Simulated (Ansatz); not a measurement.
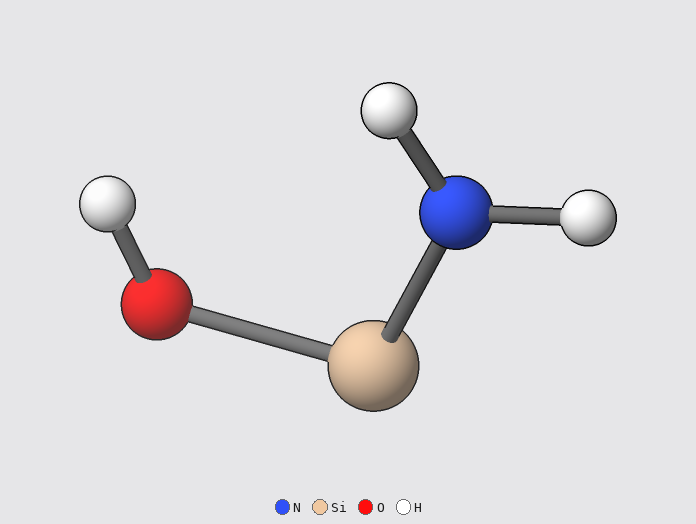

The picture shows a molecular structure as a ball-and-stick model.

The computed structure is the end point of a PBE0-D4/def2-TZVP optimisation.

Which formula does it have?

Answer. H₃NOSi, 6 atoms: 3 hydrogen, 1 nitrogen, 1 oxygen and 1 silicon.

Write the SMILES.

Answer. N[Si]O

Name functional groups in it.

Answer. Among them: Si–O bond, Si–N bond.

Which point group does it belong to?

Answer. Cs.

The parts below concern this one geometry. Atoms keep their numbers from picture to picture.

## Geometry

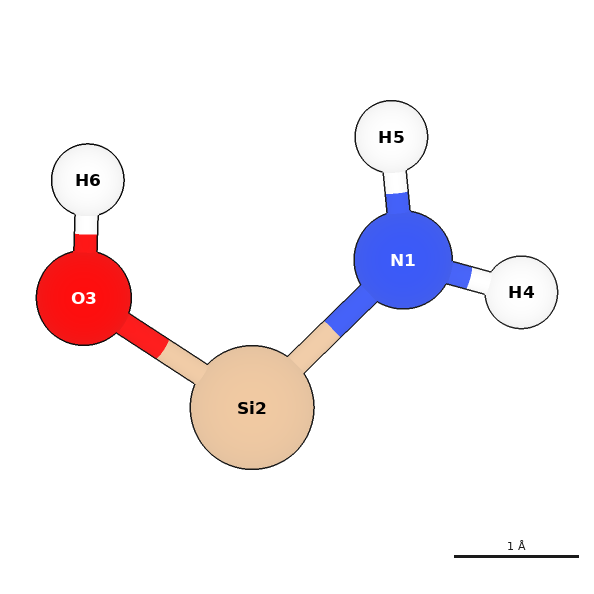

Atoms carry their numbers in the input.

What are the angles Si2–N1–H4, Si2–N1–H5, H4–N1–H5, N1–Si2–O3, Si2–O3–H6?

| angle | degrees |
| --- | --- |
| Si2–N1–H4 | 120.1 |
| Si2–N1–H5 | 128.3 |
| H4–N1–H5 | 111.5 |
| N1–Si2–O3 | 102.6 |
| Si2–O3–H6 | 121.6 |

## Dipole moment

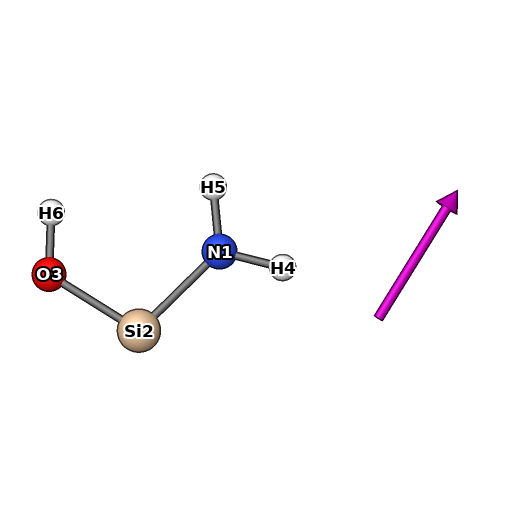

The arrow beside the molecule shows the direction of the dipole moment, from the negative to the positive end (its length means nothing). Properties computed with RKS PBE-D4/def2-TZVPP (Ansatz 0.2.0).

How large is the dipole moment?

Answer. 3.11 D; it points from the side of Si2, O3 to the side of H5 (the outermost atoms at the two ends).

## Charges

The questions are on Mulliken charges. Level of theory: RKS r2SCAN-D4/def2-TZVPP (Ansatz 0.2.0).

Which atom carries the highest charge (most positive or least negative)?

Answer. Si2 (0.33 e).

And the lowest?

Answer. N1 (−0.40 e).

Give the Mulliken charges atom by atom.

| atom | value (e) |
| --- | --- |
| N1 | −0.40 |
| Si2 | 0.33 |
| O3 | −0.39 |
| H4 | 0.17 |
| H5 | 0.13 |
| H6 | 0.17 |

## Levels of theory compared

Program: Ansatz 0.2.0.

At this fixed geometry, give HOMO energy (eV) at these levels: B97M-V/def2-TZVPP; BLYP-D4/def2-TZVPP; CAM-B3LYP-D4/def2-TZVPP; PBE-D4/def2-TZVPP; PBE0-D4/def2-QZVPP; PBE0-D4/def2-SVP; PBE0-D4/def2-TZVPP; r2SCAN-D4/def2-TZVPP; r2SCANh-D4/def2-TZVPP; revPBE-D4/def2-TZVPP; ωB97M-V/def2-TZVPP.

```csv
level,HOMO energy (eV)
B97M-V/def2-TZVPP,−5.94
BLYP-D4/def2-TZVPP,−5.56
CAM-B3LYP-D4/def2-TZVPP,−8.08
PBE-D4/def2-TZVPP,−5.66
PBE0-D4/def2-QZVPP,−6.81
PBE0-D4/def2-SVP,−6.56
PBE0-D4/def2-TZVPP,−6.75
r2SCAN-D4/def2-TZVPP,−5.85
r2SCANh-D4/def2-TZVPP,−6.26
revPBE-D4/def2-TZVPP,−5.62
ωB97M-V/def2-TZVPP,−8.90
```

Mulliken values depend strongly on the basis set and can even reverse the polarity of a bond.
